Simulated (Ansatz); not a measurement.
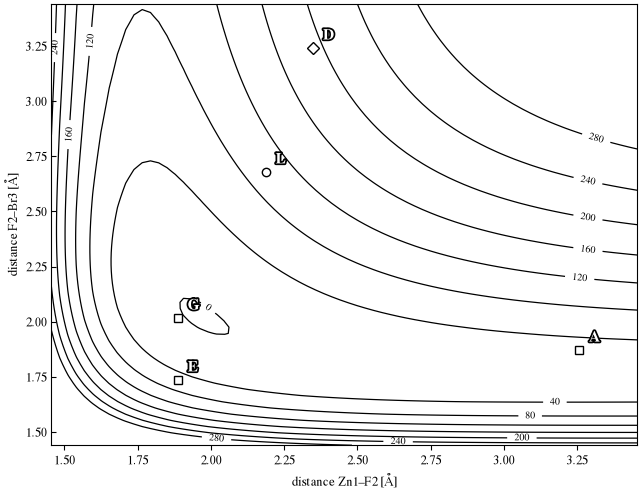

The system Zn + FBr. Coordinates scanned: (1) distance Zn1–F2; (2) distance F2–Br3. Nothing is relaxed (the angle Zn1–F2–Br3 is fixed at 180 degrees). The scan uses a 14 × 14 grid. Energies: kJ/mol, counted from the lowest grid point. The reference is spin-restricted, so regions where a bond is pulled apart into radicals lie too high. Computed with RKS PBE0-D4/def2-TZVPD (Ansatz 0.2.0).

Drawn: contour lines labelled in kJ/mol (none above 280), lettered points. Between grid points the surface is interpolated.

Question: What kind of point is each of A, D, E, L: minimum, saddle, maximum or slope?

Answer: A: on a slope; D: on a slope; E: on a slope; L: on a slope. (In these two coordinates alone; a stationary point may lie a little off the grid point.)

Question: Rank the lettered points by energy, lowest first.

Answer: G (1.2 kJ/mol), A (27 kJ/mol), E (54 kJ/mol), L (98 kJ/mol), D (192 kJ/mol).
